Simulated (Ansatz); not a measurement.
**InH₂+ (triplet): correlated methods under varied settings at scale of all distances = 1.480**

What do other methods and options give for InH₂+ (triplet) at this geometry, and how long do they take?

The runs use Ansatz 0.2.0, Gaussian basis; the settings change from run to run.

12 further runs of the same task are left out: 9 that didn't finish, 3 set aside as unsound or not needed.

## (1) What is computed

The geometry derives from a PBE0/def2-TZVP stationary point (not a proven minimum). All distances are scaled together. No spin-orbit coupling is included. Elements past krypton take def2 core potentials.

3 atoms, charge 1, spin multiplicity 3.

Atoms are counted from 1 here; the program's logs count them from 0.

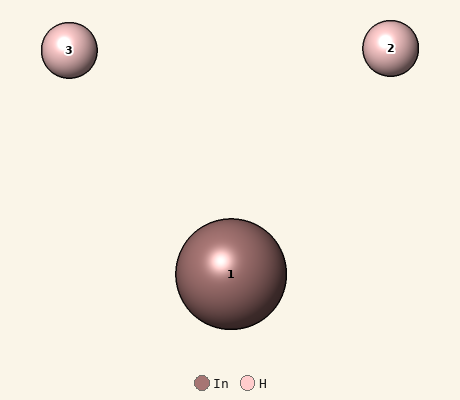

The geometry (indium brown, hydrogen pink); atoms are numbered from 1 in the order of the file.

Geometry (Å):

```xyz
3
H2In
In    0.0000    0.0000   -0.0409
H     0.0000    1.6921    2.3269
H     0.0000   -1.6921    2.3269
```

## (2) NEVPT2(4,4)/def2-SVP

The input, in.yaml:

```yaml
crystal:
  periodic: [false, false, false]
  atoms:
    - {symbol: In, position_ang: [0.000000, 0.000000, -0.040853]}
    - {symbol: H, position_ang: [0.000000, 1.692074, 2.326877]}
    - {symbol: H, position_ang: [0.000000, -1.692074, 2.326877]}
basis:
  gaussian: {orbitals: def2-SVP}
total_charge: 1
magnetization: {spin_polarized: false, initial_magnetization: 2}
correlation: {method: sc_nevpt2, electrons: outside_noble_gas, active_space: {window: {electrons: 4, orbitals: 4}}}
```

Run with:

```console
ansatz run in.yaml --threads 1 --pin off --events-out ev --progress --plain --max-ram 2393MiB
```

What it wrote:

```text
Functional definition: HF
  name "HF"
  cite "Fock, Z. Phys. 61, 126 (1930) doi:10.1007/BF01340294"
  parent pbe
  exchange = exact_x
  correlation = 0
442 factors; integrals over basis functions are off by at most 3.2e-4 eV
mean field evaluation 1: about -5169.3845 eV, gradient 6.3e0 eV
mean field evaluation 2: about -5169.3942 eV, gradient 6.3e0 eV
mean field evaluation 4: about -5170.4868 eV, gradient 6.5e-1 eV
mean field evaluation 8: about -5170.4911 eV, gradient 2.6e-1 eV
mean field -5170.49203142 eV, -190.0120774694 hartree, gradient 2.1e-6 eV, S^2 2.000000; 0 other end points of the search recorded, 0 dependent functions left out
reference -5170.49203142 eV, -190.0120774694 hartree; 12, 10 occupied and 24, 26 virtual orbitals, 442 factors
state -5170.80868876 eV, -190.0237144119 hartree
state -5170.80868876 eV, -190.0237144119 hartree; corrected -5171.09985835 eV, -190.0344146971 hartree
Total energy: -5171.09985835 eV, -190.0344146971 hartree
```

Wall time 5 s (1 thread of Intel Xeon at 2.50GHz, shared host).

From the report: 8 determinants; active occupations 1.96, 1.00, 1.00, 0.04.

## (3) MP2 on ROHF/def2-mTZVP

The input, in.yaml:

```yaml
crystal:
  periodic: [false, false, false]
  atoms:
    - {symbol: In, position_ang: [0.000000, 0.000000, -0.040853]}
    - {symbol: H, position_ang: [0.000000, 1.692074, 2.326877]}
    - {symbol: H, position_ang: [0.000000, -1.692074, 2.326877]}
basis:
  gaussian: {orbitals: def2-mTZVP}
total_charge: 1
magnetization: {spin_polarized: false, initial_magnetization: 2}
correlation: {method: mp2, electrons: outside_noble_gas}
accuracy: high
```

The command is unchanged.

What it wrote:

```text
Functional definition: HF
  name "HF"
  cite "Fock, Z. Phys. 61, 126 (1930) doi:10.1007/BF01340294"
  parent pbe
  exchange = exact_x
  correlation = 0
898 factors; integrals over basis functions are off by at most 3.3e-9 eV
mean field evaluation 1: about -5169.4259 eV, gradient 6.6e0 eV
mean field evaluation 2: about -5169.4391 eV, gradient 6.6e0 eV
mean field evaluation 4: about -5170.5911 eV, gradient 8.0e-1 eV
mean field evaluation 8: about -5170.6034 eV, gradient 2.5e-1 eV
mean field -5170.60451429 eV, -190.0162111387 hartree, gradient 6.9e-8 eV, S^2 2.000000; 0 other end points of the search recorded, 0 dependent functions left out
mean field evaluation 16: about -5169.6793 eV, gradient 5.9e0 eV
9 core orbitals not correlated: weight in the atoms' cores, before any rotation towards them, 1.000 or more for the frozen orbitals, at most 0.000 for the correlated occupied ones
reference -5170.60451429 eV, -190.0162111387 hartree; 3, 1 occupied and 30, 32 virtual orbitals, 898 factors
second order -0.62873105 eV of doubles, -0.00645093 eV of singles
Total energy: -5171.23969627 eV, -190.0395536459 hartree
```

It took 3.8 s on 1 thread of Intel Xeon at 2.50GHz, shared host.

## (4) HF/def2-SVP

in.yaml: that of step 3 with these lines changed.

```diff
@@ -7,6 +7,7 @@
 basis:
-  gaussian: {orbitals: def2-mTZVP}
+  gaussian: {orbitals: def2-SVP, fitting: {mean_field: def2-universal-jkfit}}
 total_charge: 1
 magnetization: {spin_polarized: false, initial_magnetization: 2}
-correlation: {method: mp2, electrons: outside_noble_gas}
+hamiltonian: {xc: hf}
 accuracy: high
+output: {orbitals: {seedname: orbitals}}
```

Same command.

What it wrote:

```text
Functional definition: HF
  name "HF"
  cite "Fock, Z. Phys. 61, 126 (1930) doi:10.1007/BF01340294"
  parent pbe
  exchange = exact_x
  correlation = 0
254 factors; integrals over basis functions are off by at most 5.7e-1 eV
mean field evaluation 1: about -5169.3919 eV, gradient 6.3e0 eV
mean field evaluation 2: about -5170.3828 eV, gradient 2.8e0 eV
mean field evaluation 4: about -5170.4908 eV, gradient 2.6e-1 eV
mean field evaluation 8: about -5170.4918 eV, gradient 2.0e-8 eV
mean field -5170.49178223 eV, -190.0120683119 hartree, gradient 2.0e-8 eV, S^2 2.000000; 0 other end points of the search recorded, 0 dependent functions left out
reference -5170.49178223 eV, -190.0120683119 hartree; 12, 10 occupied and 24, 26 virtual orbitals, 254 factors
Total energy: -5170.49178223 eV, -190.0120683119 hartree
```

It took 0.74 s on 1 thread of Intel Xeon at 2.50GHz, shared host.

## (5) BCCD on UHF/def2-TZVP

The input, in.yaml:

```yaml
crystal:
  periodic: [false, false, false]
  atoms:
    - {symbol: In, position_ang: [0.000000, 0.000000, -0.040853]}
    - {symbol: H, position_ang: [0.000000, 1.692074, 2.326877]}
    - {symbol: H, position_ang: [0.000000, -1.692074, 2.326877]}
basis:
  gaussian: {orbitals: def2-TZVP, point_charges: [{charge: 0.50, position_ang: [3.275, -0.196, 0.870]}]}
total_charge: 1
magnetization: {spin_polarized: true, initial_magnetization: 2}
correlation: {method: bccd, electrons: outside_noble_gas}
output: {forces: true}
```

Launched as before.

What it wrote, cut to the lines that bear on the results:

```text
Functional definition: HF
  name "HF"
  cite "Fock, Z. Phys. 61, 126 (1930) doi:10.1007/BF01340294"
  parent pbe
[...]
587 factors; integrals over basis functions are off by at most 3.1e-4 eV
[...]
mean field -5168.63729993 eV, -189.9439173443 hartree, gradient 5.5e-6 eV, S^2 2.013048; 0 other end points of the search recorded, 0 dependent functions left out
9 core orbitals not correlated: weight in the atoms' cores, before any rotation towards them, 1.000 or more for the frozen orbitals, at most 0.000 for the correlated occupied ones
reference -5168.63729993 eV, -189.9439173443 hartree; 3, 1 occupied and 50, 52 virtual orbitals, 587 factors
second order -0.67363472 eV of doubles, -0.00000000 eV of singles
cycle   1  -0.83674079 eV  change   -1.6e-1 eV  update   4.8e-2
[...]
cycle  14  -0.94723070 eV  change   -2.8e-7 eV  update   8.0e-7
[...]
Total energy: -5169.58453063 eV, -189.9787274304 hartree
Atom 0 at     0.000000     0.000000    -0.040853 Å, force    -0.482723     0.031083    -0.070065 eV/Å
Atom 1 at     0.000000     1.692074     2.326877 Å, force    -0.007302    -0.013550    -0.030382 eV/Å
Atom 2 at     0.000000    -1.692074     2.326877 Å, force    -0.007522     0.012130    -0.027215 eV/Å
Dipole moment:    -0.192582     0.012109     0.045837 e Å
```

Wall time 16 s (1 thread of Intel Xeon at 2.50GHz, shared host); peak memory 0.29 GiB.

From the report: ⟨S²⟩ of the determinant 2.013 (pure triplet: 2.00); correlation -0.9472 eV; largest double amplitude 0.08.

## (6) MRCISD+Q(2,6)/def2-SVP

The input, in.yaml:

```yaml
crystal:
  periodic: [false, false, false]
  atoms:
    - {symbol: In, position_ang: [0.000000, 0.000000, -0.040853]}
    - {symbol: H, position_ang: [0.000000, 1.692074, 2.326877]}
    - {symbol: H, position_ang: [0.000000, -1.692074, 2.326877]}
basis:
  gaussian: {orbitals: def2-SVP}
total_charge: 1
magnetization: {spin_polarized: false, initial_magnetization: 2}
correlation: {method: fic_mrcisd_q, electrons: outside_noble_gas, active_space: {window: {electrons: 2, orbitals: 6}}}
```

Same command.

What it wrote, cut to the lines that bear on the results:

```text
Functional definition: HF
  name "HF"
  cite "Fock, Z. Phys. 61, 126 (1930) doi:10.1007/BF01340294"
  parent pbe
[...]
442 factors; integrals over basis functions are off by at most 3.2e-4 eV
[...]
mean field -5170.49203142 eV, -190.0120774694 hartree, gradient 2.1e-6 eV, S^2 2.000000; 0 other end points of the search recorded, 0 dependent functions left out
reference -5170.49203142 eV, -190.0120774694 hartree; 12, 10 occupied and 24, 26 virtual orbitals, 442 factors
state -5170.49285309 eV, -190.0121076651 hartree
contracted CI cycle   1: correlation 0.00000000 eV, 0.0000000000 hartree, residual 4.51e0 eV
contracted CI cycle   2: correlation -0.76278231 eV, -0.0280317328 hartree, residual 1.97e0 eV
contracted CI cycle   3: correlation -0.86653413 eV, -0.0318445420 hartree, residual 1.07e0 eV
contracted CI cycle   4: correlation -0.89574298 eV, -0.0329179474 hartree, residual 4.50e-1 eV
contracted CI cycle   5: correlation -0.90163005 eV, -0.0331342932 hartree, residual 2.08e-1 eV
contracted CI cycle   6: correlation -0.90246778 eV, -0.0331650792 hartree, residual 6.63e-2 eV
contracted CI cycle   7: correlation -0.90257284 eV, -0.0331689399 hartree, residual 3.32e-2 eV
contracted CI cycle   8: correlation -0.90260428 eV, -0.0331700956 hartree, residual 2.03e-2 eV
contracted CI cycle   9: correlation -0.90261460 eV, -0.0331704747 hartree, residual 1.15e-2 eV
contracted CI cycle  10: correlation -0.90261722 eV, -0.0331705711 hartree, residual 4.53e-3 eV
contracted CI cycle  11: correlation -0.90261762 eV, -0.0331705859 hartree, residual 1.74e-3 eV
contracted CI cycle  12: correlation -0.90261768 eV, -0.0331705880 hartree, residual 7.53e-4 eV
state -5170.49285309 eV, -190.0121076651 hartree; corrected -5171.44158136 eV, -190.0469727861 hartree
WARN: 4 active orbitals are nearly empty or full. The corrections depend on them more than the energy does, and are more stable in an active space without them
Total energy: -5171.44158136 eV, -190.0469727861 hartree
```

Run time: 26 s. Hardware: 1 thread of Intel Xeon at 2.50GHz, shared host.

From the report: 18 determinants; active occupations 1.00, 1.00, 0.00, 0.00, 0.00, 0.00. The report marks this result as in doubt.

## (7) CASSCF(4,8)/def2-SVPD

The input, in.yaml:

```yaml
crystal:
  periodic: [false, false, false]
  atoms:
    - {symbol: In, position_ang: [0.000000, 0.000000, -0.040853]}
    - {symbol: H, position_ang: [0.000000, 1.692074, 2.326877]}
    - {symbol: H, position_ang: [0.000000, -1.692074, 2.326877]}
basis:
  gaussian: {orbitals: def2-SVPD}
total_charge: 1
magnetization: {spin_polarized: false, initial_magnetization: 2}
correlation: {active_space: {window: {electrons: 4, orbitals: 8}, states: [{multiplicity: 3, weights: [1, 1, 0.5, 1]}, {multiplicity: 5, weights: [1]}], root: 1}}
```

Same command.

What it wrote:

```text
Functional definition: HF
  name "HF"
  cite "Fock, Z. Phys. 61, 126 (1930) doi:10.1007/BF01340294"
  parent pbe
  exchange = exact_x
  correlation = 0
1009 factors; integrals over basis functions are off by at most 1.9e-7 eV
mean field evaluation 1: about -5169.4186 eV, gradient 6.3e0 eV
mean field evaluation 2: about -5169.4206 eV, gradient 6.3e0 eV
mean field evaluation 4: about -5170.5417 eV, gradient 7.3e-1 eV
mean field evaluation 8: about -5170.5476 eV, gradient 6.3e-2 eV
mean field -5170.54764069 eV, -190.0141210724 hartree, gradient 2.1e-6 eV, S^2 2.000000; 0 other end points of the search recorded, 0 dependent functions left out
reference -5170.54764069 eV, -190.0141210724 hartree; 12, 10 occupied and 36, 38 virtual orbitals, 1009 factors
state -5171.27189019 eV, -190.0407367506 hartree
state -5167.01254621 eV, -189.8842087464 hartree
state -5166.87869356 eV, -189.8792897521 hartree
state -5166.78025892 eV, -189.8756723460 hartree
state -5166.51380811 eV, -189.8658804594 hartree
Total energy: -5167.01254621 eV, -189.8842087464 hartree
```

Wall time 30 s (1 thread of Intel Xeon at 2.50GHz, shared host).

From the report: 784 determinants; active occupations (of the averaged states) 1.31, 1.02, 0.96, 0.45, 0.15, 0.10, 0.00, 0.00.

## (8) The runs in one table

 † marks a result that the program doubts.

| level | correlated | functions | energy (eV) | time |
| --- | --- | --- | --- | --- |
| NEVPT2(4,4)/def2-SVP | outside noble gas | 36 | -5171.0999 | 5 s |
| MP2 on ROHF/def2-mTZVP | outside noble gas | 42 | -5171.2397 | 3.8 s |
| HF/def2-SVP |  | 36 | -5170.4918 | 0.74 s |
| BCCD on UHF/def2-TZVP (beside a point charge) | outside noble gas | 62 | -5169.5845 | 16 s |
| MRCISD+Q(2,6)/def2-SVP † | outside noble gas | 36 | -5171.4416 | 26 s |
| CASSCF(4,8)/def2-SVPD (excited root 1 of an average) |  | 48 | -5167.0125 | 30 s |

## (9) Summary of results

| quantity | value |
| --- | --- |
| runs | 6 |
| quickest | HF/def2-SVP, 0.74 s |
| slowest | CASSCF(4,8)/def2-SVPD (excited root 1 of an average), 30 s |

Total energies in different bases, with other cores or another treatment of relativity can't be set against each other. CASSCF(4,8)/def2-SVPD (excited root 1 of an average) took 40 times as long as HF/def2-SVP; the jobs differ in more than the method.
